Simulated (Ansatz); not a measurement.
## Electronic structure of AlFGeH4 in real space

The calculation's input:

```
basis:
  gaussian: {orbitals: def2-TZVPD}
crystal:
  periodic: [false, false, false]
  atoms:
    - {symbol: Al, position_ang: [-1.842221, -0.052945, -1.438870]}
    - {symbol: F, position_ang: [-2.623997, -1.477654, -1.825337]}
    - {symbol: Ge, position_ang: [0.371350, -0.241634, -0.370964]}
    - {symbol: H, position_ang: [-2.622991, 1.274973, -1.807683]}
    - {symbol: H, position_ang: [0.289411, -1.008531, 0.964673]}
    - {symbol: H, position_ang: [1.367915, -1.001883, -1.269621]}
    - {symbol: H, position_ang: [0.977945, 1.144630, -0.073912]}
hamiltonian: {xc: pbe0}
output: {forces: true, orbitals: {seedname: orbitals}}
```

Command:

```sh
ansatz run input.yaml --threads 1 --pin off --max-ram 2610MiB --events-out events.jsonl --progress --plain --runs-dir runs
```

Geometry: PBE0-D3(BJ)/def2-SVP.

All numbers below come from Ansatz 0.2.0, isolated molecule in a Gaussian basis; Kohn-Sham density functional theory, functional PBE0.

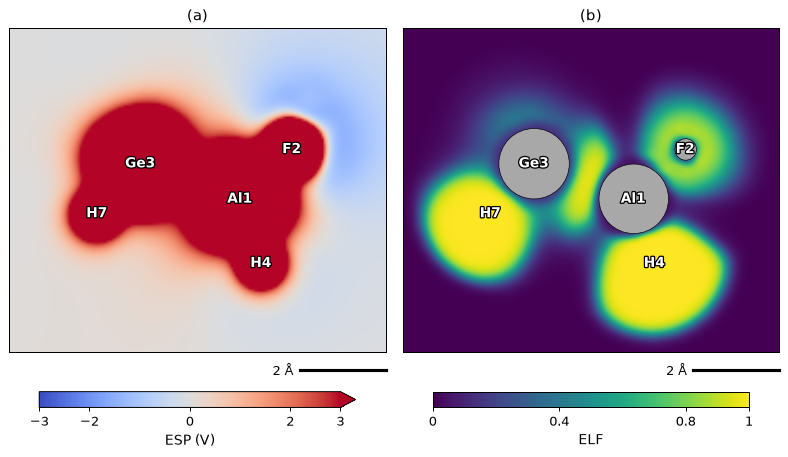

Figure 1. (a) electrostatic potential; (b) electron localisation function on the plane of atoms F2, Al1 and Ge3. Grey discs cover the atomic cores in the ELF map.

### Describe what can be read from this map.

- Atoms in the plane: Al, F, Ge and H.
- Al–F (1.67 Å): the ELF peaks at about 0.85 in the valence shell of F, 0.6 Å from its nucleus, and is about 0.40 at the midpoint.
- Al–Ge (2.46 Å): the ELF peaks at about 0.95 between the atoms; a covalent bond.
- Ge–H (1.54 Å): the ELF climbs to about 1 towards the hydrogen.
- Al–H (1.58 Å): the ELF climbs to about 1 towards the hydrogen.
- The ELF also peaks beside F2, away from the bonds: lone-pair regions.
- Outside the dense part of the molecule the potential is most negative (−1.4 V) near F2.

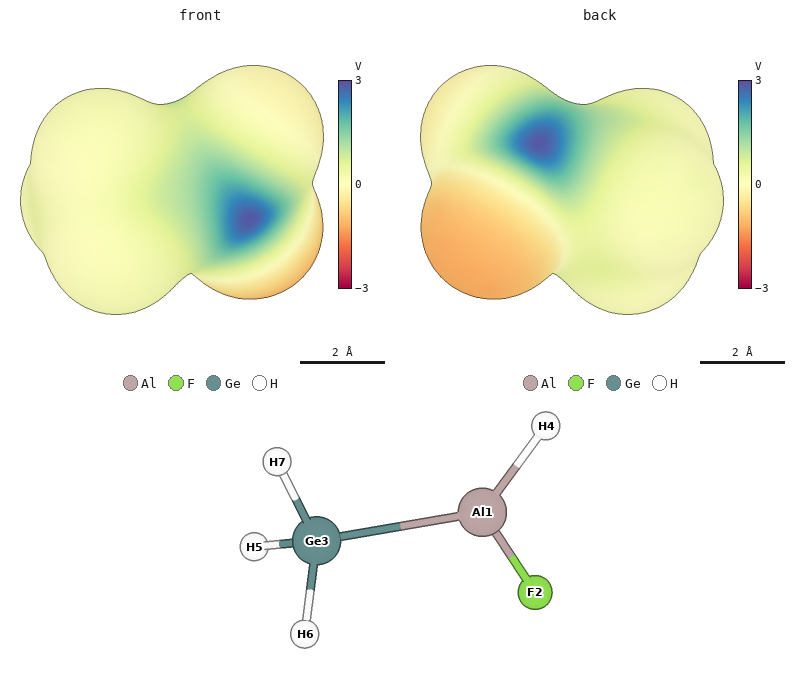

Figure 2. The molecular electrostatic potential painted on the density surface at 0.001 e/bohr³, seen from the front and from behind; red is negative and blue positive. The bare structure is drawn below in the same view.

### Where is the surface potential most negative and most positive?

The most negative region (about −1.2 V) lies over F2, the most positive (about +2.8 V) over Al1.

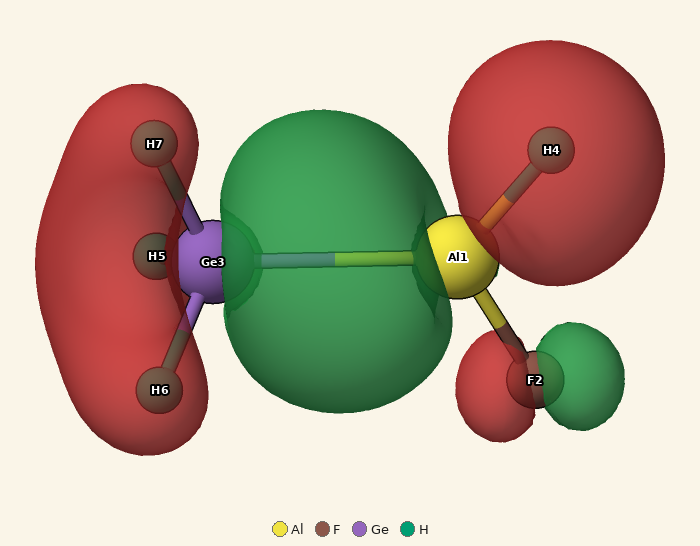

Figure 3. One frontier orbital at ±0.08 Å⁻³ᐟ² (green and red are the two phases), seen at a tilt.

### Which orbital is it: HOMO or LUMO?

The HOMO, at −7.90 eV. It lies mainly on Ge3 (about 40 %), Al1 (about 30 %) and H4 (about 15 %).

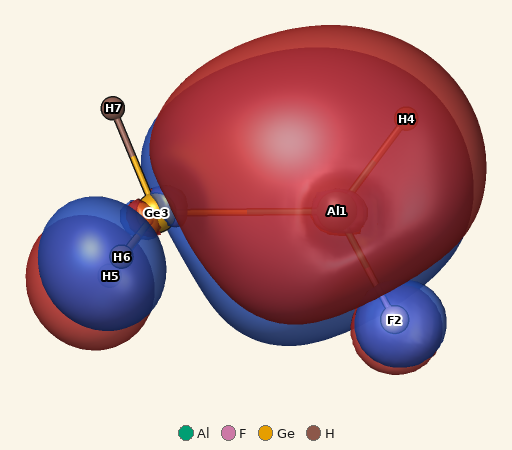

Figure 4. The LUMO at ±0.05 Å⁻³ᐟ² (blue and red are the two phases), seen across its widest extent.

### Describe this orbital and give its energy.

By Hirshfeld shares it lies mainly on Al1 (about 70 %) and Ge3 (about 15 %). Its energy is −1.82 eV.
